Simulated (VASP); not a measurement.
Band structure of AlN (relaxed from the NiAs type structure, space group P6_3/mmc). Calculation: r2SCAN meta-GGA, VASP's PBE PAW potentials (set 64) (plane waves; VASP).

The path is coarsely sampled, so an indirect gap can come out somewhat too large.

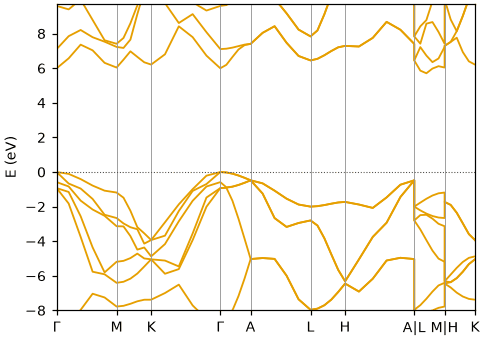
Figure. Bands along high-symmetry lines, zero at the valence-band maximum or, without a gap, the Fermi level

Question: Read the plot: is there a gap, and where are the band edges?

Answer: The gap is indirect, 5.71 eV, from the valence maximum at Γ to the conduction minimum at L-M at 0.40.

The structure was generated: AlN was put into the NiAs type type (P6_3/mmc), which need not be its known phase. It was relaxed first.
